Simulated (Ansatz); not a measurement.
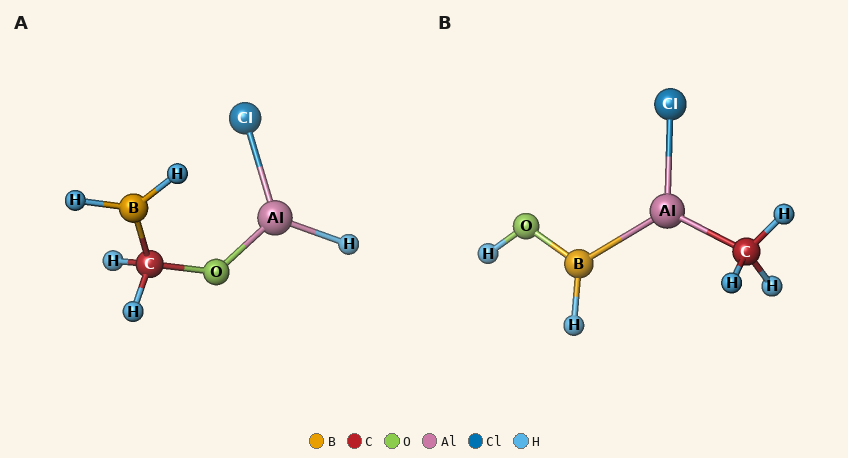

2 stationary structures of one formula. Geometries: PBE-D4/def2-SVP. Electronic energies: PBE-D4/def2-SVP (Ansatz 0.2.0), without zero-point energy. No frequency run is at hand to confirm each as a minimum. Each is one conformer, not always the lowest.

> Are they conformers, stereoisomers or constitutional isomers?

They are constitutional isomers of CH5AlBClO: A `BC[O][AlH][Cl]`, B `[CH3][Al]([Cl])[BH]O`.

> Which is lowest in energy, and by how much?

B is lowest; A lies 18.9 kcal/mol above it.
